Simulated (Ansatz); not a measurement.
## Molecular dynamics, with input and output: AlF$_{3}$ (part 2 of 2)

Continued. System: AlF$_{3}$. Method: RKS PBE/def2-SVP (Ansatz 0.2.0). It belongs to a series of runs on one base structure; here: dynamics from the start.

Geometry of the input (Å):
```
Al 0.0000  0.0000  -0.0000
F  0.0000  0.0000  1.6583
F  1.4361  0.0000  -0.8291
F  -1.4361  0.0000  -0.8291
```

**What the program printed, continued**
```
md step   122: t =   244.00 fs  T =    89.1 K (target 148.8 K)  F+E_penalty+E_count = -14733.16676835 eV  E_kin = 0.046061 eV  (23 SCF iters)
md step   123: t =   246.00 fs  T =   116.9 K (target 145.7 K)  F+E_penalty+E_count = -14733.16480630 eV  E_kin = 0.060461 eV  (22 SCF iters)
md step   124: t =   248.00 fs  T =    96.2 K (target 142.6 K)  F+E_penalty+E_count = -14733.16396728 eV  E_kin = 0.049735 eV  (23 SCF iters)
md step   125: t =   250.00 fs  T =    85.3 K (target 139.5 K)  F+E_penalty+E_count = -14733.16445863 eV  E_kin = 0.044104 eV  (23 SCF iters)
md step   126: t =   252.00 fs  T =   100.0 K (target 136.4 K)  F+E_penalty+E_count = -14733.16600112 eV  E_kin = 0.051701 eV  (23 SCF iters)
md step   127: t =   254.00 fs  T =    96.6 K (target 133.2 K)  F+E_penalty+E_count = -14733.16842312 eV  E_kin = 0.049949 eV  (23 SCF iters)
md step   128: t =   256.00 fs  T =   103.3 K (target 130.1 K)  F+E_penalty+E_count = -14733.17180627 eV  E_kin = 0.053410 eV  (21 SCF iters)
md step   129: t =   258.00 fs  T =   129.5 K (target 127.0 K)  F+E_penalty+E_count = -14733.17471117 eV  E_kin = 0.066938 eV  (23 SCF iters)
md step   130: t =   260.00 fs  T =   141.3 K (target 123.9 K)  F+E_penalty+E_count = -14733.17544444 eV  E_kin = 0.073072 eV  (22 SCF iters)
md step   131: t =   262.00 fs  T =   114.8 K (target 120.8 K)  F+E_penalty+E_count = -14733.17350419 eV  E_kin = 0.059357 eV  (22 SCF iters)
md step   132: t =   264.00 fs  T =    93.7 K (target 117.6 K)  F+E_penalty+E_count = -14733.17201135 eV  E_kin = 0.048439 eV  (22 SCF iters)
md step   133: t =   266.00 fs  T =   118.8 K (target 114.5 K)  F+E_penalty+E_count = -14733.17434722 eV  E_kin = 0.061401 eV  (22 SCF iters)
md step   134: t =   268.00 fs  T =   153.5 K (target 111.4 K)  F+E_penalty+E_count = -14733.17895746 eV  E_kin = 0.079385 eV  (22 SCF iters)
md step   135: t =   270.00 fs  T =   168.4 K (target 108.3 K)  F+E_penalty+E_count = -14733.18339726 eV  E_kin = 0.087077 eV  (23 SCF iters)
md step   136: t =   272.00 fs  T =   175.2 K (target 105.2 K)  F+E_penalty+E_count = -14733.18763627 eV  E_kin = 0.090581 eV  (22 SCF iters)
md step   137: t =   274.00 fs  T =   174.1 K (target 102.0 K)  F+E_penalty+E_count = -14733.19316340 eV  E_kin = 0.090030 eV  (22 SCF iters)
md step   138: t =   276.00 fs  T =   157.3 K (target 98.9 K)  F+E_penalty+E_count = -14733.19644090 eV  E_kin = 0.081344 eV  (22 SCF iters)
md step   139: t =   278.00 fs  T =   169.2 K (target 95.8 K)  F+E_penalty+E_count = -14733.19595169 eV  E_kin = 0.087466 eV  (22 SCF iters)
md step   140: t =   280.00 fs  T =   171.3 K (target 92.7 K)  F+E_penalty+E_count = -14733.19265283 eV  E_kin = 0.088548 eV  (22 SCF iters)
md step   141: t =   282.00 fs  T =   157.3 K (target 89.6 K)  F+E_penalty+E_count = -14733.18761429 eV  E_kin = 0.081351 eV  (22 SCF iters)
md step   142: t =   284.00 fs  T =   160.1 K (target 86.4 K)  F+E_penalty+E_count = -14733.18201239 eV  E_kin = 0.082776 eV  (22 SCF iters)
md step   143: t =   286.00 fs  T =   125.9 K (target 83.3 K)  F+E_penalty+E_count = -14733.17712042 eV  E_kin = 0.065086 eV  (22 SCF iters)
md step   144: t =   288.00 fs  T =   109.9 K (target 80.2 K)  F+E_penalty+E_count = -14733.17576512 eV  E_kin = 0.056848 eV  (22 SCF iters)
md step   145: t =   290.00 fs  T =   128.9 K (target 77.1 K)  F+E_penalty+E_count = -14733.17732302 eV  E_kin = 0.066631 eV  (23 SCF iters)
md step   146: t =   292.00 fs  T =   113.1 K (target 74.0 K)  F+E_penalty+E_count = -14733.17889311 eV  E_kin = 0.058454 eV  (22 SCF iters)
md step   147: t =   294.00 fs  T =   123.6 K (target 70.8 K)  F+E_penalty+E_count = -14733.17865656 eV  E_kin = 0.063882 eV  (22 SCF iters)
md step   148: t =   296.00 fs  T =   120.9 K (target 67.7 K)  F+E_penalty+E_count = -14733.17624253 eV  E_kin = 0.062511 eV  (22 SCF iters)
md step   149: t =   298.00 fs  T =   105.8 K (target 64.6 K)  F+E_penalty+E_count = -14733.17245236 eV  E_kin = 0.054683 eV  (22 SCF iters)
md step   150: t =   300.00 fs  T =   117.3 K (target 61.5 K)  F+E_penalty+E_count = -14733.16822452 eV  E_kin = 0.060662 eV  (23 SCF iters)
md step   151: t =   302.00 fs  T =   102.9 K (target 58.4 K)  F+E_penalty+E_count = -14733.16300438 eV  E_kin = 0.053213 eV  (22 SCF iters)
md step   152: t =   304.00 fs  T =    92.6 K (target 55.2 K)  F+E_penalty+E_count = -14733.15745388 eV  E_kin = 0.047855 eV  (22 SCF iters)
md step   153: t =   306.00 fs  T =    96.3 K (target 52.1 K)  F+E_penalty+E_count = -14733.15187389 eV  E_kin = 0.049788 eV  (22 SCF iters)
md step   154: t =   308.00 fs  T =    74.1 K (target 49.0 K)  F+E_penalty+E_count = -14733.14560673 eV  E_kin = 0.038306 eV  (22 SCF iters)
md step   155: t =   310.00 fs  T =    62.4 K (target 45.9 K)  F+E_penalty+E_count = -14733.13804665 eV  E_kin = 0.032270 eV  (22 SCF iters)
md step   156: t =   312.00 fs  T =    45.0 K (target 42.8 K)  F+E_penalty+E_count = -14733.13028761 eV  E_kin = 0.023290 eV  (22 SCF iters)
md step   157: t =   314.00 fs  T =    34.0 K (target 39.6 K)  F+E_penalty+E_count = -14733.12458710 eV  E_kin = 0.017555 eV  (22 SCF iters)
md step   158: t =   316.00 fs  T =    28.7 K (target 36.5 K)  F+E_penalty+E_count = -14733.12189936 eV  E_kin = 0.014837 eV  (23 SCF iters)
md step   159: t =   318.00 fs  T =    38.1 K (target 33.4 K)  F+E_penalty+E_count = -14733.12296912 eV  E_kin = 0.019693 eV  (18 SCF iters)
md step   160: t =   320.00 fs  T =    51.9 K (target 30.3 K)  F+E_penalty+E_count = -14733.12701907 eV  E_kin = 0.026838 eV  (23 SCF iters)
md step   161: t =   322.00 fs  T =    68.2 K (target 27.2 K)  F+E_penalty+E_count = -14733.13315423 eV  E_kin = 0.035251 eV  (23 SCF iters)
md step   162: t =   324.00 fs  T =    81.8 K (target 24.0 K)  F+E_penalty+E_count = -14733.14002501 eV  E_kin = 0.042277 eV  (22 SCF iters)
md step   163: t =   326.00 fs  T =    93.1 K (target 20.9 K)  F+E_penalty+E_count = -14733.14574307 eV  E_kin = 0.048151 eV  (22 SCF iters)
md step   164: t =   328.00 fs  T =   101.5 K (target 17.8 K)  F+E_penalty+E_count = -14733.14998846 eV  E_kin = 0.052461 eV  (22 SCF iters)
md step   165: t =   330.00 fs  T =    95.7 K (target 14.7 K)  F+E_penalty+E_count = -14733.15295747 eV  E_kin = 0.049464 eV  (22 SCF iters)
these checks for a lower state are left out or cut short: starts, cluster_reference, orbital_swaps, neighbouring_geometries, increment
637 factors; their error is unknown
mean field evaluation 960: about -14733.1554 eV, gradient 1.5e-5 eV
mean field -14733.15541775 eV, -541.4334751108 hartree, gradient 3.7e-5 eV, S^2 0.000000; 0 other end points of the search recorded, 0 dependent functions left out
the calculation of the forces begins
reference -14733.15545471 eV, -541.4334764692 hartree; 20, 20 occupied and 40, 40 virtual orbitals, 637 factors
637 factors; their error is unknown
mean field -14733.15541775 eV, -541.4334751108 hartree, gradient 3.7e-5 eV, S^2 0.000000; 1 other end points of the search recorded, 0 dependent functions left out
the calculation of the forces begins
reference -14733.15545471 eV, -541.4334764692 hartree; 20, 20 occupied and 40, 40 virtual orbitals, 637 factors
md step   166: t =   332.00 fs  T =    99.0 K (target 11.6 K)  F+E_penalty+E_count = -14733.15541775 eV  E_kin = 0.051162 eV  (23 SCF iters)
```

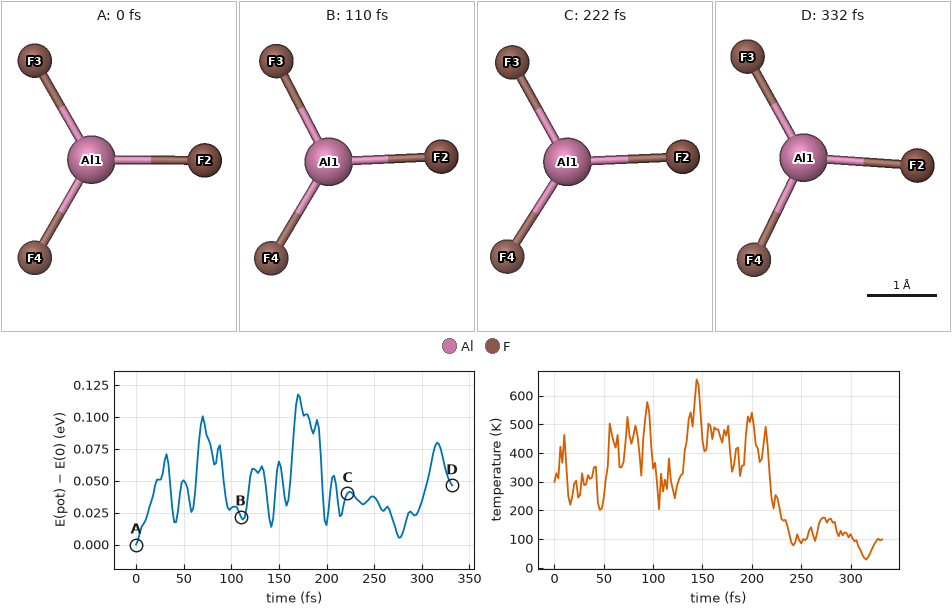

Fig. 1: Frames of the molecular dynamics (ball-and-stick, seen on its broad side) above the curves, on which the letters mark them. The trajectory kept here has 167 frames over 332 fs. The temperature starts at 300 K, ranges from 29 to 656 K and averages 221 K over the second half. The potential energy ends 0.046 eV above its first value. After an unweighted best fit of the last frame on the first, the root-mean-square displacement is 0.07 Å.

```
Total energy: -14733.15545471 eV, -541.4334764692 hartree
Atom 0 at    -0.481383     0.448397     0.462352 Å, force     0.096817    -0.224724     0.041866 eV/Å
Atom 1 at    -0.493481     0.561301     2.123977 Å, force     0.291253    -0.063411    -0.158681 eV/Å
Atom 2 at     0.827043    -0.158374    -0.403874 Å, force    -0.611723     0.335368     0.373644 eV/Å
Atom 3 at    -1.927042     0.912481    -0.216150 Å, force     0.223654    -0.047233    -0.256830 eV/Å
Dipole moment:     0.077424     0.012940    -0.061810 e Å
```

**Trajectory as extended XYZ (Å, eV, eV/Å), 22 of the 167 frames kept, from step=0 to step=166**
```
4
Properties=species:S:1:pos:R:3:forces:R:3 step=0 time_fs=0.0 energy=-14733.20177 temperature=300.0
Al    0.0000    0.0000    0.0000    0.0000   0.0000   0.0002
F     0.0000    0.0000    1.6583    0.0000   0.0000  -0.0044
F     1.4361    0.0000   -0.8291   -0.0036   0.0000   0.0021
F    -1.4361    0.0000   -0.8291    0.0036   0.0000   0.0021
4
Properties=species:S:1:pos:R:3:forces:R:3 step=8 time_fs=16.0 energy=-14733.16801 temperature=219.7
Al    0.0048    0.0608    0.0050   -0.8200  -0.4032   0.1398
F     0.0042   -0.1023    1.6725    0.1406   0.1673  -0.5041
F     1.3942   -0.0061   -0.8999   -0.0261   0.1209   0.0932
F    -1.4987    0.0837   -0.7547    0.7055   0.1150   0.2711
4
Properties=species:S:1:pos:R:3:forces:R:3 step=16 time_fs=32.0 energy=-14733.13094 temperature=291.0
Al   -0.0700    0.0931   -0.0124    1.5779  -0.6971   1.2667
F     0.0128   -0.1797    1.6467    0.0296   0.2809  -0.6759
F     1.3167    0.0210   -0.9330   -0.1861   0.1806   0.1432
F    -1.5242    0.1453   -0.7084   -1.4213   0.2356  -0.7340
4
Properties=species:S:1:pos:R:3:forces:R:3 step=24 time_fs=48.0 energy=-14733.15281 temperature=206.4
Al   -0.1009    0.0665   -0.0006   -1.3757   0.1250  -1.4925
F     0.0418   -0.1888    1.5962    0.0573  -0.1297   1.1766
F     1.2432    0.0919   -0.9514    0.3195   0.0601  -0.2190
F    -1.6262    0.2201   -0.7317    0.9988  -0.0555   0.5349
4
Properties=species:S:1:pos:R:3:forces:R:3 step=32 time_fs=64.0 energy=-14733.14057 temperature=462.7
Al   -0.1684    0.0548   -0.0468    1.5770   0.0747   1.1336
F    -0.0295   -0.1462    1.6306   -0.1560   0.0289  -1.0769
F     1.2120    0.1771   -0.9880   -0.3268  -0.1580   0.3345
F    -1.5862    0.3129   -0.7971   -1.0942   0.0544  -0.3912
4
Properties=species:S:1:pos:R:3:forces:R:3 step=40 time_fs=80.0 energy=-14733.13086 temperature=459.5
Al   -0.2464    0.0556   -0.0527    0.7965   0.6564  -0.9289
F    -0.0920   -0.0308    1.5875   -0.1612  -0.1902   0.2277
F     1.1448    0.1623   -0.9946   -0.4579  -0.2552   0.4521
F    -1.6409    0.3675   -0.8963   -0.1774  -0.2110   0.2492
4
Properties=species:S:1:pos:R:3:forces:R:3 step=47 time_fs=94.0 energy=-14733.16423 temperature=577.7
Al   -0.3079    0.1115   -0.0744   -0.2288   0.4337  -0.2044
F    -0.1354    0.0165    1.5704   -0.2263  -0.1025   0.0510
F     1.0707    0.0880   -0.9790    0.3046  -0.1391  -0.2010
F    -1.7259    0.4351   -0.8930    0.1505  -0.1922   0.3544
4
Properties=species:S:1:pos:R:3:forces:R:3 step=55 time_fs=110.0 energy=-14733.17979 temperature=265.5
Al   -0.3550    0.2119   -0.0860    0.3642  -0.1707   0.1261
F    -0.1984    0.0419    1.5485   -0.2008   0.0459   0.3018
F     1.0435    0.0085   -0.9384    0.1743   0.0254  -0.3113
F    -1.7869    0.5031   -0.8425   -0.3377   0.0994  -0.1166
4
Properties=species:S:1:pos:R:3:forces:R:3 step=63 time_fs=126.0 energy=-14733.14375 temperature=306.2
Al   -0.3635    0.2802   -0.0577   -0.2005  -0.1502  -0.7457
F    -0.1952    0.1015    1.5832   -0.2077   0.1115   0.0277
F     1.0440   -0.0108   -0.9339   -0.6882   0.2221   0.1771
F    -1.8548    0.6153   -0.8011    1.0964  -0.1834   0.5409
4
Properties=species:S:1:pos:R:3:forces:R:3 step=71 time_fs=142.0 energy=-14733.18796 temperature=576.3
Al   -0.3877    0.2953   -0.0208    0.6182  -0.2422   0.7050
F    -0.2185    0.1663    1.6326   -0.0640   0.0453  -0.2236
F     0.9468   -0.0205   -0.9494   -0.0183   0.0282  -0.1487
F    -1.8457    0.6958   -0.6504   -0.5360   0.1687  -0.3326
4
Properties=species:S:1:pos:R:3:forces:R:3 step=79 time_fs=158.0 energy=-14733.17136 temperature=495.0
Al   -0.3949    0.2706    0.0507   -0.5431   0.4522   0.1774
F    -0.3109    0.2148    1.7032    0.2360  -0.1773   0.0937
F     0.8627   -0.0287   -0.9700    0.2698  -0.1688  -0.1139
F    -1.8451    0.8228   -0.5410    0.0372  -0.1061  -0.1571
4
Properties=species:S:1:pos:R:3:forces:R:3 step=87 time_fs=174.0 energy=-14733.09462 temperature=460.3
Al   -0.4407    0.2620    0.1346   -0.2932   0.8173  -1.0558
F    -0.4112    0.2759    1.7832    0.3458  -0.3165   0.3302
F     0.8404   -0.0484   -0.9222   -0.6995  -0.0205   0.7211
F    -1.8741    0.9284   -0.4562    0.6469  -0.4804   0.0045
4
Properties=species:S:1:pos:R:3:forces:R:3 step=95 time_fs=190.0 energy=-14733.10408 temperature=356.0
Al   -0.4939    0.3491    0.1440    0.7987  -0.2932   2.3179
F    -0.4603    0.2891    1.8468    0.2194  -0.0938  -1.2151
F     0.7822   -0.0875   -0.7944    0.3229  -0.1516  -0.2396
F    -1.8788    0.9370   -0.4365   -1.3409   0.5386  -0.8633
4
Properties=species:S:1:pos:R:3:forces:R:3 step=103 time_fs=206.0 energy=-14733.14917 temperature=416.1
Al   -0.5396    0.4252    0.2504   -0.3743  -0.0835  -2.1568
F    -0.4339    0.3281    1.8561    0.1206  -0.0124   1.6236
F     0.7060   -0.1618   -0.7016   -0.3220   0.2401   0.2483
F    -1.9455    0.9866   -0.4791    0.5757  -0.1442   0.2850
4
Properties=species:S:1:pos:R:3:forces:R:3 step=111 time_fs=222.0 energy=-14733.16160 temperature=206.8
Al   -0.5849    0.4845    0.3057    0.2365  -0.5375   0.7251
F    -0.4063    0.3720    1.9756   -0.2068   0.2492  -0.7104
F     0.6200   -0.1799   -0.6157    0.1478   0.0700  -0.0922
F    -1.9444    1.0086   -0.4725   -0.1775   0.2183   0.0775
4
Properties=species:S:1:pos:R:3:forces:R:3 step=119 time_fs=238.0 energy=-14733.17029 temperature=117.9
Al   -0.6044    0.4848    0.3858    0.3109  -0.3358  -0.3746
F    -0.3976    0.4398    2.0315   -0.1932   0.1426  -0.0438
F     0.6156   -0.1461   -0.5576   -0.0666   0.0986   0.1390
F    -1.9394    1.0176   -0.4447   -0.0512   0.0946   0.2795
4
Properties=species:S:1:pos:R:3:forces:R:3 step=126 time_fs=252.0 energy=-14733.16600 temperature=100.0
Al   -0.6063    0.4717    0.4159    0.0968  -0.0233   0.3454
F    -0.3846    0.4846    2.0755   -0.2646   0.0837  -0.4954
F     0.6150   -0.1221   -0.5214    0.3050  -0.1391  -0.1176
F    -1.9381    0.9942   -0.4223   -0.1373   0.0788   0.2676
4
Properties=species:S:1:pos:R:3:forces:R:3 step=134 time_fs=268.0 energy=-14733.17896 temperature=153.5
Al   -0.6072    0.4649    0.4468    0.7958  -0.3013  -0.5420
F    -0.3952    0.5413    2.0751   -0.1118   0.0639   0.4626
F     0.6496   -0.1327   -0.4732   -0.1824   0.0579   0.1533
F    -1.9460    0.9721   -0.3582   -0.5015   0.1794  -0.0738
4
Properties=species:S:1:pos:R:3:forces:R:3 step=142 time_fs=284.0 energy=-14733.18201 temperature=160.1
Al   -0.5606    0.4369    0.4372   -0.5424   0.4087   0.5771
F    -0.4400    0.5858    2.1093   -0.0130  -0.1172  -0.7142
F     0.7147   -0.1437   -0.4444    0.0083  -0.0467  -0.0546
F    -1.9824    0.9510   -0.2929    0.5470  -0.2448   0.1917
4
Properties=species:S:1:pos:R:3:forces:R:3 step=150 time_fs=300.0 energy=-14733.16822 temperature=117.3
Al   -0.5352    0.4387    0.4525    0.2745  -0.1643  -0.4409
F    -0.4939    0.5999    2.0899    0.2477  -0.0417   0.4546
F     0.7636   -0.1559   -0.4266   -0.5055   0.2304   0.3010
F    -1.9699    0.9110   -0.2246   -0.0166  -0.0245  -0.3147
4
Properties=species:S:1:pos:R:3:forces:R:3 step=158 time_fs=316.0 energy=-14733.12190 temperature=28.7
Al   -0.4939    0.4443    0.4396   -0.5862   0.1697   0.9202
F    -0.5307    0.5945    2.0923    0.4106  -0.0907   0.0909
F     0.7839   -0.1503   -0.3935    0.4566  -0.1670  -0.3643
F    -1.9486    0.9013   -0.1790   -0.2809   0.0881  -0.6468
4
Properties=species:S:1:pos:R:3:forces:R:3 step=166 time_fs=332.0 energy=-14733.15542 temperature=99.0
Al   -0.4814    0.4484    0.4624    0.0968  -0.2247   0.0419
F    -0.4935    0.5613    2.1240    0.2913  -0.0634  -0.1587
F     0.8270   -0.1584   -0.4039   -0.6117   0.3354   0.3736
F    -1.9270    0.9125   -0.2162    0.2237  -0.0472  -0.2568
```
